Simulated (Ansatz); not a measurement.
## Electronic structure of ClH$_{5}$Si$_{2}$···CH$_{4}$ in real space

```tsv
atom	x (Å)	y (Å)	z (Å)
Si	-1.6790	-0.5983	-0.5166
C	1.2649	1.0545	1.9762
H	-2.9043	-1.2737	-1.0352
H	-1.3980	-1.0985	0.8605
Si	0.1423	-0.8897	-1.9626
H	0.4065	1.3801	1.3723
Cl	-2.0768	1.4435	-0.4008
H	2.0184	1.8535	2.0012
H	0.9316	0.8343	2.9992
H	1.7075	0.1508	1.5342
H	1.3359	-0.1669	-1.4298
H	-0.2107	-0.3433	-3.3080
H	0.4614	-2.3463	-2.0907
```

These are results of Ansatz, RKS PBE0/def2-SVP, not measurements.

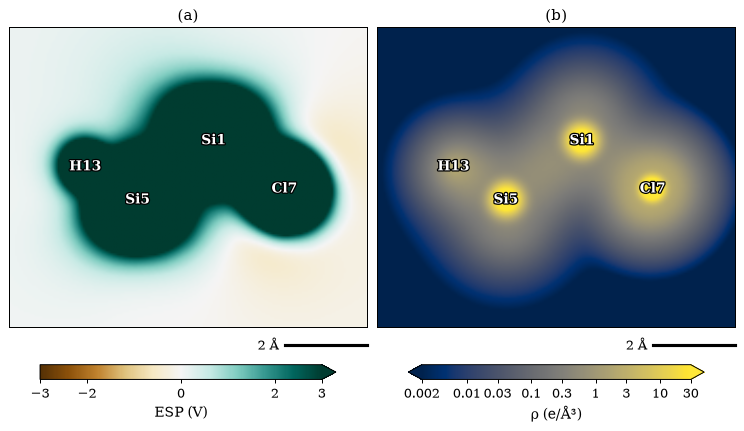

Figure 1. (a) electrostatic potential; (b) electron density on the plane of atoms Si5, Si1 and Cl7.

Question: What does the map show?

Answer:
- The section cuts through Si, Cl and H sites.
- Si–Cl (2.08 Å): ρ is about 0.81 e/Å³ halfway.
- Si–Si (2.34 Å): the density is about 0.65 e/Å³ at the midpoint.
- Si–H (1.50 Å): ρ at the midpoint is about 0.75 e/Å³.
- Outside the dense part of the complex the potential is most negative (−0.5 V) near Cl7.

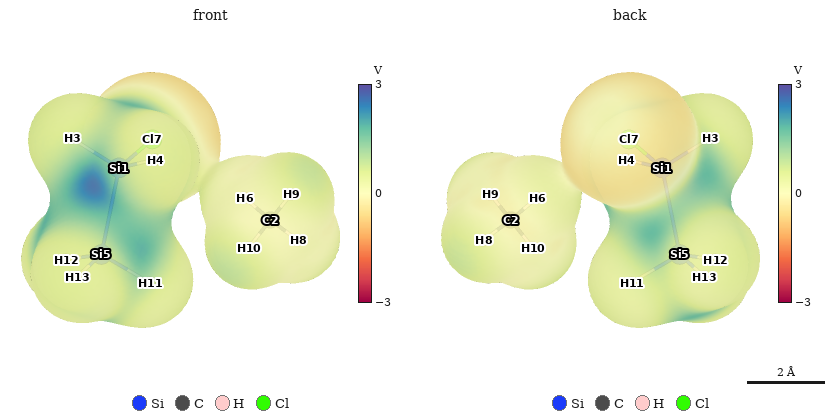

Figure 2. The molecular electrostatic potential painted on the density surface at 0.004 e/bohr³, seen from the front and from behind; red is negative and blue positive.

Question: Which sites attract a positive test charge, and which a negative one?

Answer: A positive charge is drawn to the negative regions and a negative charge to the positive ones. The most negative region (about −0.5 V) lies over Cl7, the most positive (about +2.3 V) over Si1.

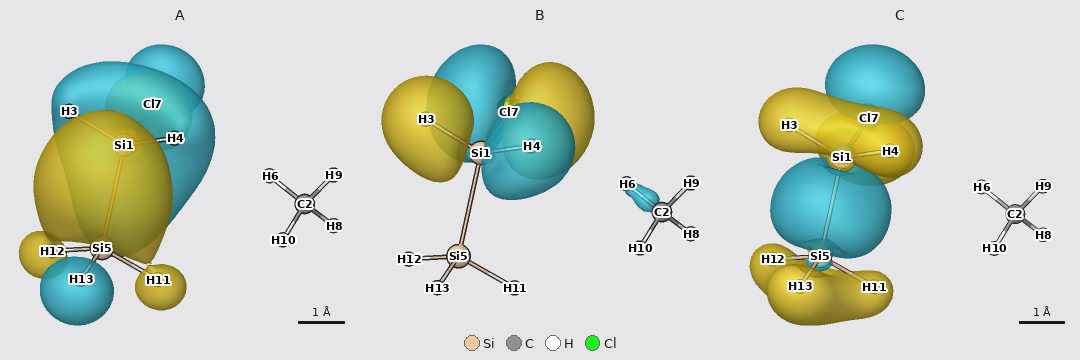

Figure 3. Three frontier orbitals at ±0.08 Å⁻³ᐟ² (yellow and cyan are the two phases), in no order.

Question: Order the three orbitals by energy and name them.

Answer: B is the HOMO−1 (−8.88 eV). Its weight (Hirshfeld) is mainly on Cl7 (about 65 %), Si1 (about 15 %), H3 (about 10 %) and H4 (about 10 %). C is the HOMO (−8.20 eV). By Hirshfeld shares it lies mainly on Cl7 (about 35 %), Si5 (about 25 %) and Si1 (about 25 %). A is the LUMO (−0.39 eV). Its weight (Hirshfeld) is mainly on Si1 (about 40 %), Si5 (about 20 %) and Cl7 (about 20 %).

Question: What is the HOMO–LUMO gap?

Answer: 7.81 eV between the orbital energies.
